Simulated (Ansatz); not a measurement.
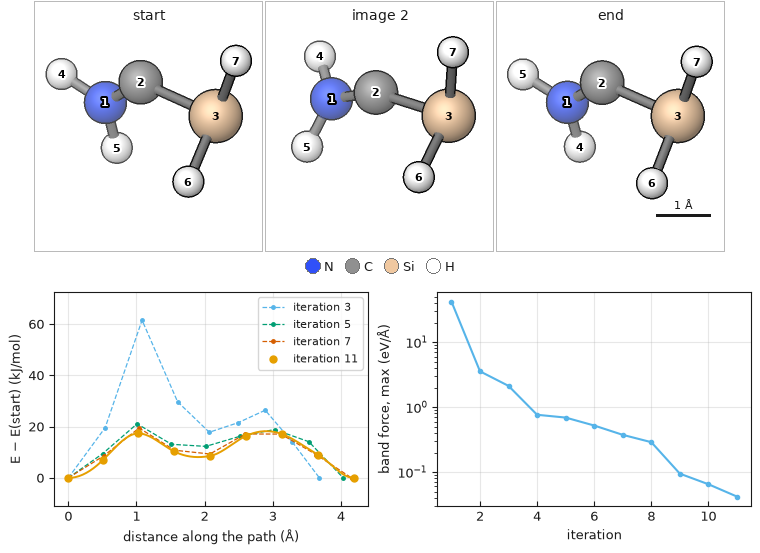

A nudged-elastic-band calculation for CH₄NSi (multiplicity 2). Images are numbered from 0 (start) to 8 (end). The plot follows the band through its iterations. Style: ball-and-stick. Shown from a free direction.

Level of theory: UKS BLYP/def2-SVP in Ansatz 0.2.0. Settings: 7 movable images; climbing image; force threshold 0.05 eV/Å; iteration limit 60; starting path through a guess of the saddle point.

> Did the band converge, and can the barrier be trusted?

The run is converged, with reservations. The band converged in 11 iterations. The largest component of the band force went from 42 to 0.042 eV/Å. The climbing image converged on the top of the path. Its vibrational analysis gives one imaginary mode (457i cm⁻¹), as a transition state must have. The first iteration put the highest image at 863.4 kJ/mol. The barrier is about 17.3 kJ/mol in both directions, with image 2 at the top; the ends have the same energy. The profile has 2 maxima (images 2, 6) with a dip at image 4 (+8.5 kJ/mol), so the process runs in steps.

The run took 3.9 min on 1 thread of Intel(R) Xeon(R) Processor @ 2.70GHz (shared host), peak memory 0.15 GiB.
